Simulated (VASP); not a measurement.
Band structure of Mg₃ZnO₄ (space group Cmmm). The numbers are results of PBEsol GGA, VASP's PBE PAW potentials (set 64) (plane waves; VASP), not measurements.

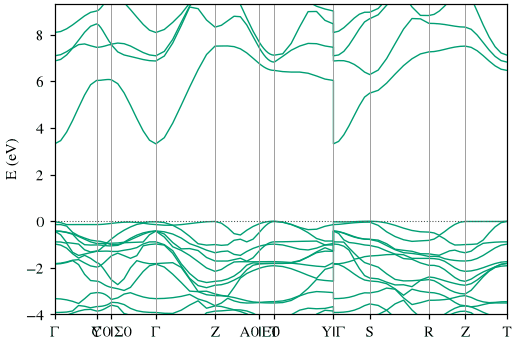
Fig. 1. Bands along high-symmetry lines, zero at the valence-band maximum or, without a gap, the Fermi level

Problem. Read the plot: is there a gap, and where are the band edges?

Solution. The gap is indirect, 3.32 eV, from the valence maximum at T to the conduction minimum at Γ. (Edges off the drawn lines would not show.)

The structure comes from a computed database's Mg3ZnO4 entry (Cmmm); how it stands against other phases isn't given here. It was relaxed first.
